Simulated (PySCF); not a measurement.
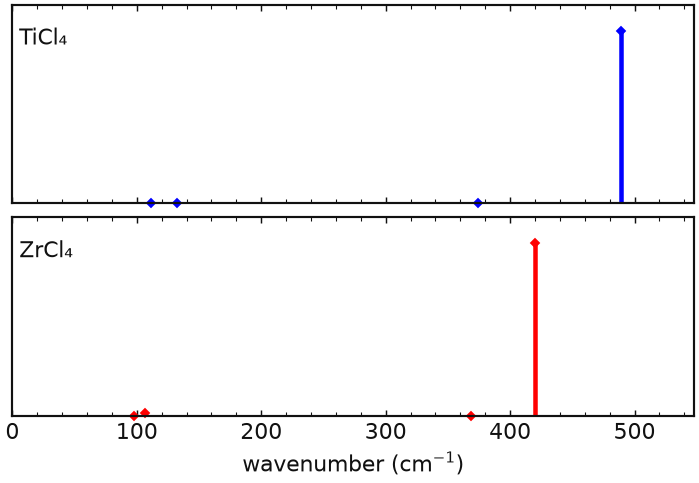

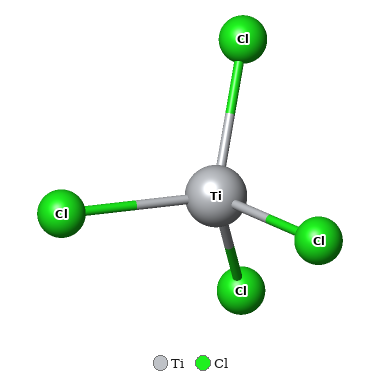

Harmonic infrared lines of TiCl₄ and ZrCl₄, all Td singlets, each the lowest point that its search found (TiCl₄ is drawn); the central atom changes down one group of the periodic table. PBE/def2-TZVP (core potentials past Kr), PySCF, unscaled, no spin-orbit coupling; each panel is scaled to its strongest line, degenerate modes are one line with their intensities summed, and dots on the axis are modes too weak to show or inactive.

How do the bond length and the stretches change along the series?

Mean bond length: TiCl₄ 2.183, ZrCl₄ 2.331 Å, rising down the group. Highest t2 mode: TiCl₄ 489, ZrCl₄ 420 cm⁻¹, falling down the group.
